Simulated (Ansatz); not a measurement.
# C2H9FGeOSi: a short trajectory

Aim: follow C2H9FGeOSi for 30 steps with a Nosé-Hoover thermostat (500 K) and see how far bonds stretch and how energy moves between motion and potential.

Computed with Ansatz 0.2.0, Gaussian basis. Level: r2SCAN/def2-SVP.

### Step 1. Structure used throughout

The structure was relaxed beforehand with PBE0-D4 in a triple-zeta def2 set.

SMILES `CO[Si](C)(F)[GeH3]`, 15 atoms, charge 0, spin multiplicity 1.

Atoms are counted from 1 here; the program's logs count them from 0.

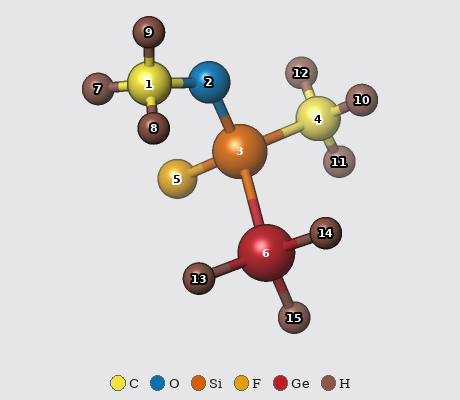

The structure; carbon yellow, oxygen blue, silicon orange, fluorine amber, germanium red, hydrogen brown; atoms are numbered from 1 in the order of the file.

### Step 2. The run

Input file in.yaml:

```yaml
crystal:
  periodic: [false, false, false]
  atoms:
    - {symbol: C, position_ang: [-0.714783, 2.214870, -0.255477]}
    - {symbol: O, position_ang: [-0.544045, 0.958604, -0.873895]}
    - {symbol: Si, position_ang: [-0.420475, -0.475430, -0.105150]}
    - {symbol: C, position_ang: [-0.214712, -1.772105, -1.405035]}
    - {symbol: F, position_ang: [-1.784352, -0.757921, 0.697689]}
    - {symbol: Ge, position_ang: [1.309865, -0.444267, 1.541525]}
    - {symbol: H, position_ang: [-1.720035, 2.311406, 0.164716]}
    - {symbol: H, position_ang: [0.016083, 2.374405, 0.545233]}
    - {symbol: H, position_ang: [-0.573829, 2.988183, -1.011703]}
    - {symbol: H, position_ang: [0.711362, -1.614414, -1.962150]}
    - {symbol: H, position_ang: [-0.183820, -2.768217, -0.958044]}
    - {symbol: H, position_ang: [-1.050727, -1.732739, -2.108020]}
    - {symbol: H, position_ang: [1.076951, 0.641710, 2.606803]}
    - {symbol: H, position_ang: [2.678037, -0.174821, 0.888858]}
    - {symbol: H, position_ang: [1.392582, -1.800063, 2.264048]}
basis:
  gaussian: {orbitals: def2-SVP}
hamiltonian: {xc: {name: r2SCAN}}
md: {timestep: 1 fs, n_steps: 30, ensemble: nvt_nose_hoover, temperature: 500, initial_velocities: maxwell_boltzmann, seed: 657}
```

Launch:

```sh
> ansatz run in.yaml --threads 2 --pin off --events-out ev --progress --plain --max-ram 32768MiB --backend cpu
```

The program printed, cut to the lines that bear on the results:

```text
Functional definition: r2SCAN
  name "r2SCAN"
  cite "Furness, Kaplan, Ning, Perdew & Sun, J. Phys. Chem. Lett. 11, 8208 (2020) doi:10.1021/acs.jpclett.0c02405"
  cite "Furness, Kaplan, Ning, Perdew & Sun, J. Phys. Chem. Lett. 11, 9248 (2020) doi:10.1021/acs.jpclett.0c03077"
  parent r2scan
[...]
1676 factors; their error is unknown
[...]
mean field -71364.15930964 eV, -2622.5844822647 hartree, gradient 1.7e-5 eV, S^2 0.000000; 0 other end points of the search recorded, 0 dependent functions left out
[...]
reference -71364.15932195 eV, -2622.5844827172 hartree; 42, 42 occupied and 109, 109 virtual orbitals, 1676 factors
md step     0: t =     0.00 fs  T =   500.0 K  F+E_penalty+E_count = -71364.15930964 eV  E_kin = 0.840190 eV  conserved = -71363.31911965 eV  (28 SCF iters)
[...]
md step     7: t =     7.00 fs  T =   209.7 K  F+E_penalty+E_count = -71363.64967143 eV  E_kin = 0.352387 eV  conserved = -71363.29787152 eV  (30 SCF iters)
[...]
md step    14: t =    14.00 fs  T =   294.4 K  F+E_penalty+E_count = -71363.79813329 eV  E_kin = 0.494648 eV  conserved = -71363.30676738 eV  (30 SCF iters)
[...]
md step    21: t =    21.00 fs  T =   294.9 K  F+E_penalty+E_count = -71363.80140370 eV  E_kin = 0.495462 eV  conserved = -71363.31301636 eV  (30 SCF iters)
[...]
md step    28: t =    28.00 fs  T =   188.1 K  F+E_penalty+E_count = -71363.60124908 eV  E_kin = 0.316021 eV  conserved = -71363.29869692 eV  (30 SCF iters)
[...]
Total energy: -71363.63329715 eV, -2622.5651516624 hartree
Atom 0 at    -0.672434     2.188678    -0.246717 Å, force    -1.596916     2.128368    -2.429085 eV/Å
Atom 1 at    -0.722625     0.981641    -0.982167 Å, force     0.775995    -0.027128     0.593968 eV/Å
Atom 2 at    -0.387645    -0.415640    -0.141890 Å, force     0.761154    -0.366377    -0.538030 eV/Å
Atom 3 at    -0.286699    -1.785527    -1.398680 Å, force     1.767622    -0.278169     0.368358 eV/Å
Atom 4 at    -1.775357    -0.786973     0.609373 Å, force    -0.378394    -0.126289     0.638799 eV/Å
Atom 5 at     1.344945    -0.453930     1.596790 Å, force    -0.460997     0.106650    -0.703131 eV/Å
Atom 6 at    -1.540525     2.268703     0.423013 Å, force     0.079968    -0.161061     0.514475 eV/Å
Atom 7 at     0.275887     2.347280     0.292696 Å, force     0.015455     0.168538    -0.126024 eV/Å
Atom 8 at    -0.925496     3.063820    -1.041275 Å, force     1.109144    -1.613391     1.731459 eV/Å
Atom 9 at     0.452227    -1.830258    -2.237549 Å, force    -0.447465     0.548902     0.483692 eV/Å
Atom 10 at    -0.147266    -2.742004    -0.863468 Å, force    -0.368321     0.032874     0.002772 eV/Å
Atom 11 at    -1.286454    -1.696139    -1.760362 Å, force    -1.191851    -0.385228    -0.808567 eV/Å
Atom 12 at     1.114496     0.581941     2.699944 Å, force    -0.102480    -0.088968     0.181668 eV/Å
Atom 13 at     2.766552    -0.170909     1.062954 Å, force    -0.133291    -0.176971    -0.027415 eV/Å
Atom 14 at     1.212863    -1.912627     2.098324 Å, force     0.170375     0.238249     0.117060 eV/Å
Dipole moment:     0.250385     0.104504     0.015937 e Å
```

It took 2.8 min on 2 threads of AMD EPYC 7R13, shared host.

### Step 3. The trajectory

One row in 2; energies are counted from the first frame:

```csv
time (fs),T (K),potential (meV),conserved (meV),C1–H9 (Å)
0.0,500,0.0,0.00,1.091
2.0,339,296.6,25.36,1.007
4.0,339,277.9,7.94,1.078
6.0,258,423.1,16.47,1.190
8.0,215,501.8,22.72,1.216
10.0,367,232.6,7.00,1.134
12.0,315,330.1,16.06,1.023
14.0,294,361.2,12.35,1.039
16.0,281,383.3,11.56,1.156
18.0,158,602.0,22.50,1.220
20.0,235,466.0,14.94,1.174
22.0,283,380.0,6.96,1.056
24.0,219,504.4,22.77,1.014
26.0,299,356.2,6.71,1.116
28.0,188,558.1,20.42,1.214
30.0,207,526.0,18.75,1.209
```

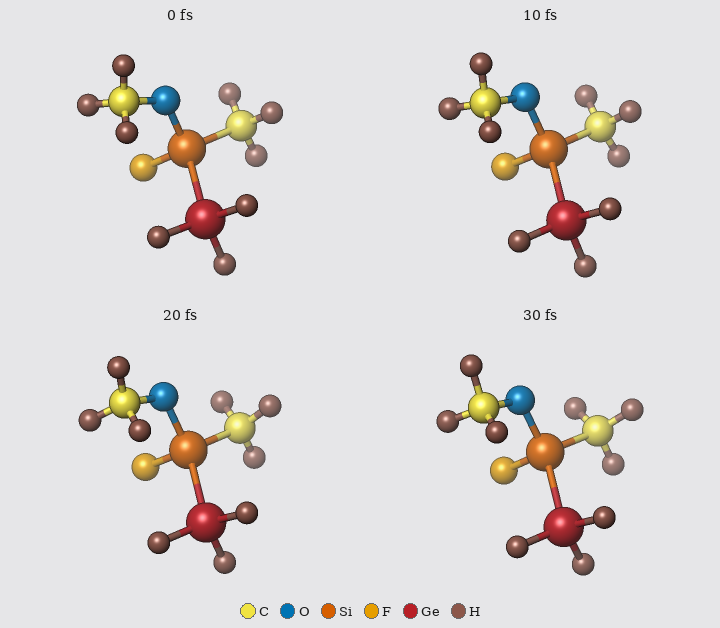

Four frames; sticks are those of the first frame.

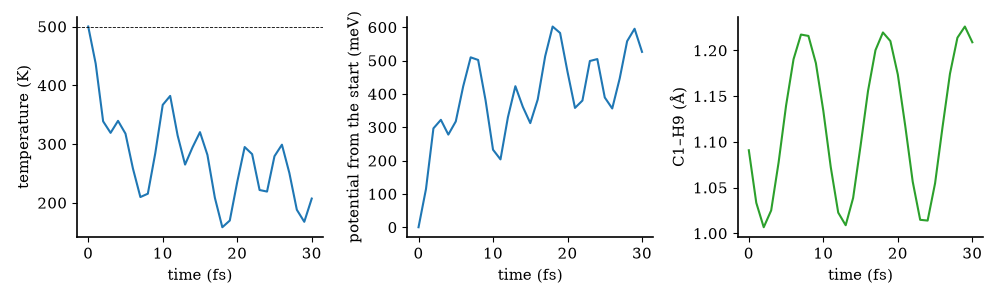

Temperature (the set value dashed), potential energy and the bond that swings most.

Positions (Å) and forces (eV/Å) at 30.0 fs:

```xyz
15

C    -0.672    2.189   -0.247   -1.597    2.128   -2.429
O    -0.723    0.982   -0.982    0.776   -0.027    0.594
Si   -0.388   -0.416   -0.142    0.761   -0.366   -0.538
C    -0.287   -1.786   -1.399    1.768   -0.278    0.368
F    -1.775   -0.787    0.609   -0.378   -0.126    0.639
Ge    1.345   -0.454    1.597   -0.461    0.107   -0.703
H    -1.541    2.269    0.423    0.080   -0.161    0.514
H     0.276    2.347    0.293    0.015    0.169   -0.126
H    -0.925    3.064   -1.041    1.109   -1.613    1.731
H     0.452   -1.830   -2.238   -0.447    0.549    0.484
H    -0.147   -2.742   -0.863   -0.368    0.033    0.003
H    -1.286   -1.696   -1.760   -1.192   -0.385   -0.809
H     1.114    0.582    2.700   -0.102   -0.089    0.182
H     2.767   -0.171    1.063   -0.133   -0.177   -0.027
H     1.213   -1.913    2.098    0.170    0.238    0.117
```

### Step 4. Results

| quantity | value |
| --- | --- |
| length | 30 steps of 1.0 fs |
| temperature, first and last frame | 500, 207 K |
| temperature, second half | mean 236 K, from 158 to 320 K |
| swing of the potential | 602 meV |
| largest change of the conserved energy | 25.36 meV |
| range of C1–H9 | 1.007 to 1.226 Å |

What this shows: From 500 K at the start the temperature swings between 158 and 500 K: with 15 atoms it has no steady value yet; starting near a minimum, about half of the kinetic energy flows into the potential. The conserved energy moves by 25.36 meV, 4.2 % of the potential's swing. C1–H9 swings most, by 0.22 Å; no bond breaks. A run of 30 fs gives no averages.
